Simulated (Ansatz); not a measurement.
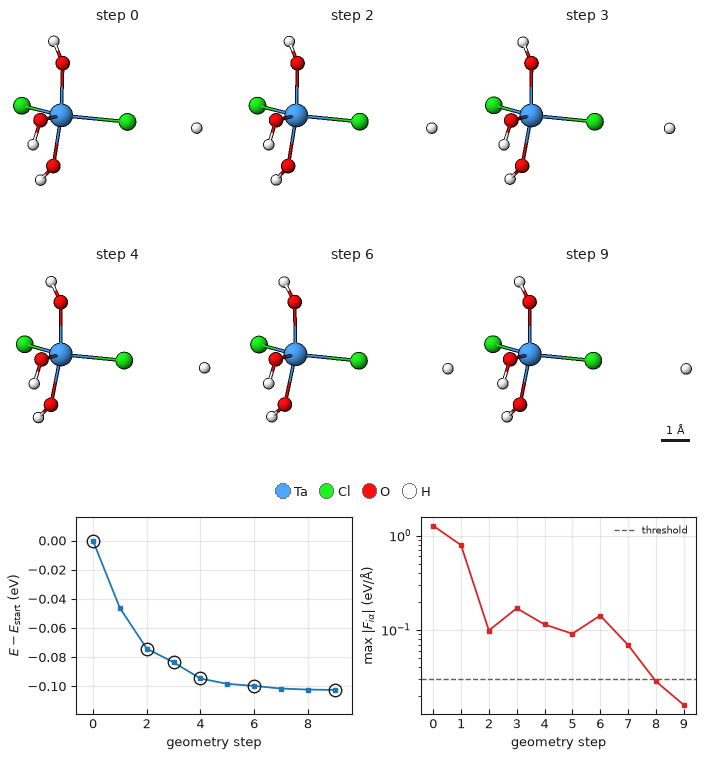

Frames of a relaxation of TaH₄O₃Cl₂ (multiplicity 2), marked on the history of the run. A ball-and-stick model, seen face on.

The run prepares an end point of a later path (reaction) calculation, from a guessed geometry.

Theory: UKS PBE/def2-SVP (Ansatz 0.2.0).

Input
```yaml
crystal:
  periodic: [false, false, false]
  atoms:
    - { symbol: Ta, position_ang: [-0.057349, -0.007224, -0.003697] }
    - { symbol: Cl, position_ang: [2.361515, 0.235374, -0.028668] }
    - { symbol: O, position_ang: [-0.111646, -0.233243, 1.900006] }
    - { symbol: H, position_ang: [-0.43929, -0.897437, 2.530799] }
    - { symbol: O, position_ang: [-0.18929, -0.182511, -1.895155] }
    - { symbol: H, position_ang: [-0.53364, -0.758856, -2.598674] }
    - { symbol: O, position_ang: [-0.984807, 1.65073, 0.058435] }
    - { symbol: H, position_ang: [-1.198323, 2.016334, 0.939123] }
    - { symbol: Cl, position_ang: [-1.28818, -2.061379, 0.014524] }
    - { symbol: H, position_ang: [4.93111, 0.084911, -0.033294] }
magnetization:
  spin_polarized: true
  initial_magnetization: 1
basis:
  gaussian: { orbitals: def2-SVP }
hamiltonian:
  xc: pbe
relax:
  f_tol: 0.03
  max_steps: 50
```

Command:
```bash
ansatz run input.yaml --threads 4 --pin off --max-ram 5120MiB --backend cpu --events-out ev --progress --plain --runs-dir out
```

**Describe the path.**

H10 moves most after the best rigid fit: 0.71 Å. By element the largest moves are H 0.71 Å, Cl 0.15 Å, O 0.12 Å, Ta 0.05 Å. Among the contacts that change: Ta1–Cl2 2.431 → 2.324 Å, Ta1–Cl9 2.395 → 2.409 Å, Ta1–O3 1.918 → 1.922 Å. Bond angles that change, for instance: Ta1–O5–H6 142.9° → 138.0°, O7–Ta1–Cl9 119.8° → 123.7°, Ta1–O3–H4 137.2° → 134.0°. Over 9 geometry steps the energy falls by 0.102 eV. Largest force component: 1.3 eV/Å at the start, 0.016 eV/Å at the end. From step 0 to 2: Cl2 moves most (0.10 Å), energy −0.074 eV. From step 2 to 3: H10 moves most (0.10 Å), energy −0.009 eV. From step 3 to 4: H10 moves most (0.19 Å), energy −0.011 eV. From step 4 to 6: H10 moves most (0.31 Å), energy −0.005 eV. From step 6 to 9: H10 moves most (0.12 Å), energy −0.003 eV.

```json
{"step": "0", "E − E(0), eV": "0.0000", "largest force component, eV/Å": "1.2719"}
{"step": "1", "E − E(0), eV": "-0.0462", "largest force component, eV/Å": "0.7914"}
{"step": "2", "E − E(0), eV": "-0.0740", "largest force component, eV/Å": "0.0986"}
{"step": "3", "E − E(0), eV": "-0.0835", "largest force component, eV/Å": "0.1698"}
{"step": "4", "E − E(0), eV": "-0.0946", "largest force component, eV/Å": "0.1142"}
{"step": "5", "E − E(0), eV": "-0.0983", "largest force component, eV/Å": "0.0912"}
{"step": "6", "E − E(0), eV": "-0.0997", "largest force component, eV/Å": "0.1420"}
{"step": "7", "E − E(0), eV": "-0.1015", "largest force component, eV/Å": "0.0693"}
{"step": "8", "E − E(0), eV": "-0.1022", "largest force component, eV/Å": "0.0285"}
{"step": "9", "E − E(0), eV": "-0.1025", "largest force component, eV/Å": "0.0161"}
```

Limits of the set-up: the start holds two separate molecules, 2.6 Å apart at their closest, whose relative position is a soft coordinate and is computed without a dispersion correction.
